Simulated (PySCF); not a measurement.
H3NSeZn, SMILES [NH2][Zn][SeH] at its B3LYP/def2-SVP optimised geometry (Å):

```
6

Zn    -0.0126     0.6417     0.0000
N     -1.8335     0.8356     0.0000
H     -2.3300     0.4800     0.8170
H     -2.3286     0.4939    -0.8237
Se     2.2905     0.6417     0.0000
H      2.3300    -0.8356    -0.0217
```

Calculation: B3LYP/def2-TZVP in PySCF 2.14.0.

Map of the HOMO amplitude (bohr^(-3/2)) on the plane z = 1.5 Å; orbital energy -6.70 eV, overall sign arbitrary:

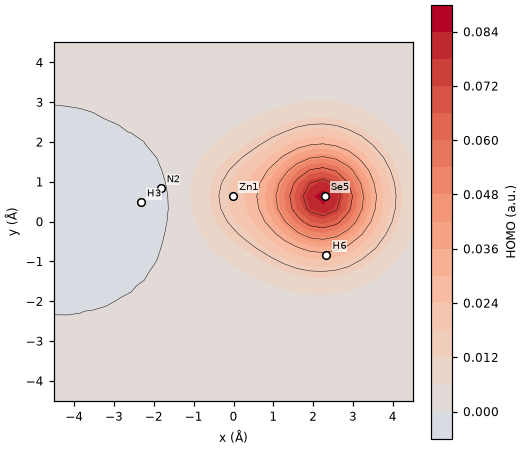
Figure: HOMO amplitude (bohr^(-3/2)) on the plane z = 1.5 Å.
